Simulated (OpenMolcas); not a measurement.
## Property calculation of AlNH4 (part 2 of 2)

AlNH4 (AlH2(NH2)), SMILES [H][Al]([H])[NH2]; HF/6-31G**, RHF (OpenMolcas 26.06). The geometry comes from this level: GFN2-xTB.

Geometry of the input (Å):
```
Al 0.0000  0.0000  0.0000
H  0.0000  0.0000  1.5410
H  1.3792  0.0000  -0.6898
N  -1.5106  0.0018  -0.9328
H  -2.0070  -0.8061  -1.2924
H  -2.0477  0.8147  -1.2146
```

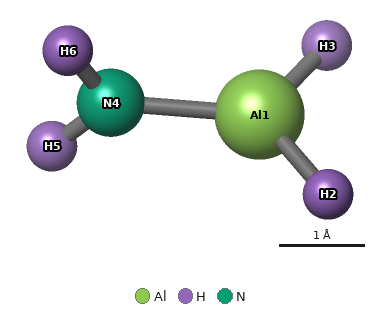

**Figure 1.** The input geometry (ball-and-stick view, seen at a tilt; atoms are numbered from 1 in the order of the input). Sticks mark near contacts.

The program's output, continued:
```
      Charge (e):
                      =   -0.0000
      Dipole Moment (debye):
      Origin of the operator (angstrom)=   -0.5298    0.0008   -0.3272
                   X= -1.0745E+00               Y=  2.0439E-03               Z= -6.6730E-01           Total=  1.2648E+00
      Quadrupole Moment (debye*angstrom):
      Origin of the operator (angstrom)=   -0.5298    0.0008   -0.3272
                  XX= -2.2079E+01              XY= -9.7750E-02              XZ=  2.1105E+00              YY= -1.5039E+01
                  YZ=  1.5703E-01              ZZ= -2.4162E+01
      In traceless form (debye*angstrom)
                  XX= -2.4789E+00              XY= -1.4663E-01              XZ=  3.1657E+00              YY=  8.0816E+00
                  YZ=  2.3554E-01              ZZ= -5.6026E+00
--

--- Stop Module: scf /rc=_RC_ALL_IS_WELL_ ---

--- Start Module: localisation ---

                                           &LOCALISATION

                       available to each process: 1.9 GB of memory, 1 thread

 Header from vector file:

* SCF orbitals

 Pipek-Mezey localisation
 Convergence threshold:   1.0000E-06 (functional)
 Convergence threshold:   1.0000E-02 (gradient)
 Screening threshold  :   1.0000E-10 (orbital rotations)
 Frozen orbitals      :      0
 Orbitals to localise :     12

 CPU  time for localisation procedure:      0.01 seconds

++    Molecular orbitals:
      -------------------

      Title: Final localised MO's

      Molecular orbitals for symmetry species 1: a

      Basis set list:
        1 AL1    1s                 12 AL1    3pz                23 H2     *py                34 N4     *px                45 H5     1s
        2 AL1    2s                 13 AL1    *pz                24 H2     *pz                35 N4     2py                46 H5     *s
        3 AL1    3s                 14 AL1    *200               25 H3     1s                 36 N4     *py                47 H5     *px
        4 AL1    *s                 15 AL1    *110               26 H3     *s                 37 N4     2pz                48 H5     *py
        5 AL1    2px                16 AL1    *101               27 H3     *px                38 N4     *pz                49 H5     *pz
        6 AL1    3px                17 AL1    *020               28 H3     *py                39 N4     *200               50 H6     1s
        7 AL1    *px                18 AL1    *011               29 H3     *pz                40 N4     *110               51 H6     *s
        8 AL1    2py                19 AL1    *002               30 N4     1s                 41 N4     *101               52 H6     *px
        9 AL1    3py                20 H2     1s                 31 N4     2s                 42 N4     *020               53 H6     *py
       10 AL1    *py                21 H2     *s                 32 N4     *s                 43 N4     *011               54 H6     *pz
       11 AL1    2pz                22 H2     *px                33 N4     2px                44 N4     *002

  Index Energy  Occupation Coefficients ...

    1    0.0000    2.0000          1 AL1    1s     (-1.016),

    2    0.0000    2.0000         30 N4     1s     (-1.007),

    3    0.0000    2.0000          2 AL1    2s     (-0.523),    11 AL1    2pz    (-0.864),

    4    0.0000    2.0000          8 AL1    2py    ( 0.995),

    5    0.0000    2.0000          2 AL1    2s     (-0.736),     5 AL1    2px    ( 0.603),    11 AL1    2pz    ( 0.373),

    6    0.0000    2.0000          2 AL1    2s     (-0.521),     5 AL1    2px    (-0.797),

    7    0.0000    2.0000         31 N4     2s     (-0.197),    32 N4     *s     (-0.176),    33 N4     2px    ( 0.209),    35 N4     2py    (-0.320),
                                  36 N4     *py    (-0.202),    50 H6     1s     (-0.314),    51 H6     *s     (-0.162),

    8    0.0000    2.0000         31 N4     2s     ( 0.197),    32 N4     *s     ( 0.177),    33 N4     2px    (-0.192),    35 N4     2py    (-0.318),
                                  36 N4     *py    (-0.201),    45 H5     1s     ( 0.314),    46 H5     *s     ( 0.162),

    9    0.0000    2.0000          3 AL1    3s     (-0.193),     6 AL1    3px    ( 0.186),    31 N4     2s     (-0.314),    32 N4     *s     (-0.365),
                                  33 N4     2px    (-0.303),    34 N4     *px    (-0.192),    37 N4     2pz    (-0.187),

   10    0.0000    2.0000          3 AL1    3s     ( 0.255),    12 AL1    3pz    ( 0.277),    20 H2     1s     ( 0.308),    21 H2     *s     ( 0.395),

   11    0.0000    2.0000          3 AL1    3s     ( 0.254),     6 AL1    3px    ( 0.248),    25 H3     1s     ( 0.308),    26 H3     *s     ( 0.395),

   12    0.0000    2.0000         33 N4     2px    ( 0.295),    34 N4     *px    ( 0.270),    37 N4     2pz    (-0.477),    38 N4     *pz    (-0.437),

   13    0.0547    0.0000         10 AL1    *py    ( 0.856),

   14    0.1274    0.0000          4 AL1    *s     (-1.043),     7 AL1    *px    ( 0.848),    13 AL1    *pz    ( 0.525),    32 N4     *s     ( 0.995),

   15    0.1717    0.0000          4 AL1    *s     (-1.710),     7 AL1    *px    (-0.887),

   16    0.1975    0.0000          7 AL1    *px    (-0.859),    13 AL1    *pz    ( 1.386),

   17    0.2741    0.0000          9 AL1    3py    ( 0.766),    10 AL1    *py    (-0.651),    36 N4     *py    ( 0.817),    46 H5     *s     ( 1.025),
                                  51 H6     *s     (-1.018),

   18    0.2895    0.0000          3 AL1    3s     ( 1.656),     4 AL1    *s     (-1.056),

   19    0.3086    0.0000         32 N4     *s     (-1.333),    34 N4     *px    ( 0.753),    46 H5     *s     ( 1.381),    51 H6     *s     ( 1.381),

   20    0.3879    0.0000          9 AL1    3py    (-1.157),    10 AL1    *py    ( 0.918),    36 N4     *py    ( 0.824),    46 H5     *s     ( 1.205),
                                  51 H6     *s     (-1.209),

   21    0.4133    0.0000          6 AL1    3px    (-0.789),    12 AL1    3pz    ( 1.278),    21 H2     *s     (-0.862),    26 H3     *s     ( 0.859),

   22    0.4792    0.0000          3 AL1    3s     (-0.777),     4 AL1    *s     ( 0.699),     6 AL1    3px    ( 1.308),     7 AL1    *px    (-0.724),
                                  12 AL1    3pz    ( 0.809),

   23    0.6497    0.0000         15 AL1    *110   ( 0.717),    18 AL1    *011   ( 0.447),    46 H5     *s     ( 0.448),    51 H6     *s     (-0.447),

   24    0.6548    0.0000         15 AL1    *110   (-0.519),    18 AL1    *011   ( 0.835),

   25    0.7732    0.0000          4 AL1    *s     (-0.878),    21 H2     *s     ( 1.103),    26 H3     *s     ( 1.087),

   26    0.7772    0.0000         21 H2     *s     (-1.146),    26 H3     *s     ( 1.159),

   27    0.9220    0.0000          6 AL1    3px    ( 1.273),    34 N4     *px    ( 1.885),    38 N4     *pz    ( 1.164),

   28    1.0702    0.0000         33 N4     2px    (-0.535),    34 N4     *px    ( 0.630),    37 N4     2pz    ( 0.865),    38 N4     *pz    (-1.024),

   29    1.1257    0.0000         31 N4     2s     (-0.415),    45 H5     1s     ( 0.700),    46 H5     *s     (-0.540),    50 H6     1s     ( 0.692),
                                  51 H6     *s     (-0.524),

   30    1.1495    0.0000         35 N4     2py    ( 0.636),    36 N4     *py    (-0.604),    45 H5     1s     ( 0.624),    46 H5     *s     (-1.042),
                                  50 H6     1s     (-0.627),    51 H6     *s     ( 1.050),

   31    1.1859    0.0000          4 AL1    *s     (-0.736),    33 N4     2px    (-0.773),    34 N4     *px    ( 1.224),    38 N4     *pz    ( 0.756),
                                  46 H5     *s     ( 0.822),    51 H6     *s     ( 0.843),

   32    1.2439    0.0000         36 N4     *py    ( 2.253),

   33    1.3175    0.0000         32 N4     *s     (-3.874),

   34    1.3251    0.0000         20 H2     1s     ( 0.837),    21 H2     *s     (-0.817),    25 H3     1s     ( 0.844),    26 H3     *s     (-0.824),
                                  31 N4     2s     (-0.737),    32 N4     *s     ( 1.344),

   35    1.4276    0.0000         20 H2     1s     (-0.986),    21 H2     *s     ( 0.883),    25 H3     1s     ( 0.979),    26 H3     *s     (-0.878),

   36    1.7805    0.0000         40 N4     *110   (-0.367),    43 N4     *011   ( 0.591),

   37    2.0263    0.0000         22 H2     *px    ( 0.217),    29 H3     *pz    (-0.216),    34 N4     *px    (-0.184),    38 N4     *pz    ( 0.306),
                                  39 N4     *200   (-0.347),    41 N4     *101   ( 0.347),    44 N4     *002   ( 0.348),    49 H5     *pz    (-0.241),
                                  54 H6     *pz    (-0.241),

   38    2.3607    0.0000          3 AL1    3s     (-7.326),

   39    2.3738    0.0000          3 AL1    3s     (-2.616),    34 N4     *px    (-1.344),

   40    2.4416    0.0000         23 H2     *py    ( 0.711),    28 H3     *py    ( 0.716),

   41    2.4621    0.0000         22 H2     *px    (-0.678),    27 H3     *px    ( 0.375),    29 H3     *pz    ( 0.574),

   42    2.4763    0.0000         23 H2     *py    (-0.727),    28 H3     *py    ( 0.721),

   43    2.5418    0.0000          6 AL1    3px    ( 1.125),    32 N4     *s     ( 1.799),    34 N4     *px    ( 1.001),

   44    2.5498    0.0000         36 N4     *py    (-0.875),    48 H5     *py    ( 0.528),    53 H6     *py    ( 0.543),

   45    2.5859    0.0000         32 N4     *s     ( 1.423),    34 N4     *px    ( 0.728),

   46    2.6825    0.0000         40 N4     *110   ( 0.672),    43 N4     *011   ( 0.418),    45 H5     1s     (-0.371),    47 H5     *px    ( 0.411),
                                  50 H6     1s     ( 0.368),    52 H6     *px    (-0.413),

   47    2.8823    0.0000         47 H5     *px    (-0.371),    49 H5     *pz    ( 0.589),    52 H6     *px    (-0.363),    54 H6     *pz    ( 0.593),

   48    2.9153    0.0000          3 AL1    3s     (-0.422),     6 AL1    3px    ( 0.621),    12 AL1    3pz    ( 0.386),    16 AL1    *101   (-0.376),
                                  21 H2     *s     (-0.437),    24 H2     *pz    ( 0.665),    26 H3     *s     (-0.435),    27 H3     *px    ( 0.620),
                                  32 N4     *s     ( 0.482),    43 N4     *011   ( 0.417),    54 H6     *pz    (-0.365),

   49    2.9259    0.0000          3 AL1    3s     ( 0.304),     6 AL1    3px    (-0.437),    21 H2     *s     ( 0.310),    24 H2     *pz    (-0.471),
                                  26 H3     *s     ( 0.306),    27 H3     *px    (-0.438),    32 N4     *s     (-0.338),    40 N4     *110   (-0.356),
                                  43 N4     *011   ( 0.572),    49 H5     *pz    ( 0.489),    52 H6     *px    ( 0.313),    54 H6     *pz    (-0.457),

   50    3.0908    0.0000          6 AL1    3px    (-0.458),    12 AL1    3pz    ( 0.742),    21 H2     *s     (-0.547),    24 H2     *pz    ( 0.810),
                                  26 H3     *s     ( 0.546),    27 H3     *px    (-0.693),    29 H3     *pz    ( 0.424),

   51    3.2804    0.0000          3 AL1    3s     (-0.956),    47 H5     *px    ( 0.555),    52 H6     *px    ( 0.531),

   52    3.6520    0.0000         32 N4     *s     (-2.027),

   53    3.8111    0.0000         35 N4     2py    ( 0.880),    36 N4     *py    ( 0.980),    40 N4     *110   (-1.105),    43 N4     *011   (-0.686),
                                  45 H5     1s     ( 0.939),    48 H5     *py    ( 0.814),    50 H6     1s     (-0.938),    52 H6     *px    (-0.574),
                                  53 H6     *py    ( 0.817),

   54    4.3123    0.0000         32 N4     *s     ( 2.213),    42 N4     *020   (-1.135),

--

--- Stop Module: localisation /rc=_RC_ALL_IS_WELL_ ---

.##################.
.# Happy landing! #.
.##################.

    Timing: Wall=2.12 User=1.89 System=0.22
```

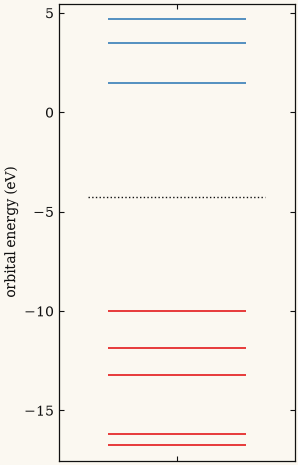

**Figure 2.** Orbital energies near the frontier; the dotted line parts filled from empty levels, and levels within 0.02 eV of each other stand side by side. Highest filled −10.01 eV, lowest empty 1.49 eV, 11.50 eV apart.

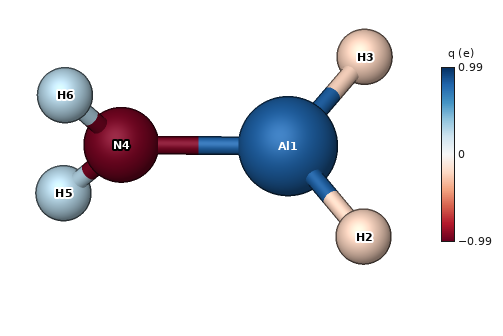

**Figure 3.** Mulliken charges, as the colour of each atom (ball-and-stick view, seen at a tilt; atoms are numbered from 1 in the order of the input). By element: Al +0.82, H −0.22 to +0.28 and N −0.95 e.

Results in brief:

```csv
quantity,value
outcome,converged
total energy,−298.686554 hartree
basis functions,54
HOMO,−10.01 eV
LUMO,1.49 eV
dipole moment,1.26 debye
hardware,"1 thread of Intel Xeon @ 2.90GHz (Ice Lake), 16 GiB of memory available, shared host"
wall time,2.3 s
peak memory,0.22 GiB
```
